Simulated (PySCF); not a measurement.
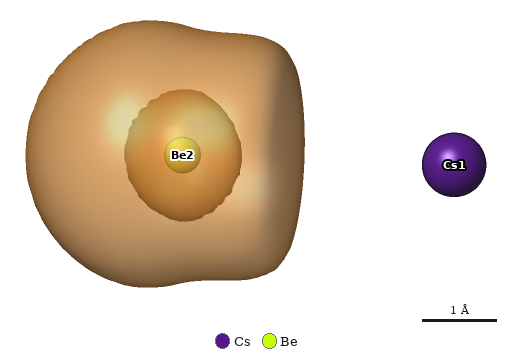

Figure. CsBe (doublet). Isosurface of the ELF at 0.75 (orange), seen from one side. Core shells and regions of very low density are left out.

Core potentials replace the inner electrons of Cs.

Level of theory: PBE0/def2-TZVP, non-relativistic Hamiltonian with scalar-relativistic core potentials where named, at a bond length of 3.768 Å in PySCF.

```xyz
2

Cs    0.0000    0.0000   -0.2393
Be    0.0000    0.0000    3.5287
```

Question: Where are the electrons localised?

Answer: The surface consists of one region wrapped around Be (its valence shell). Along the contacts the grid gives the following. Cs–Be (3.77 Å): the ELF is about 0.15 at the midpoint.
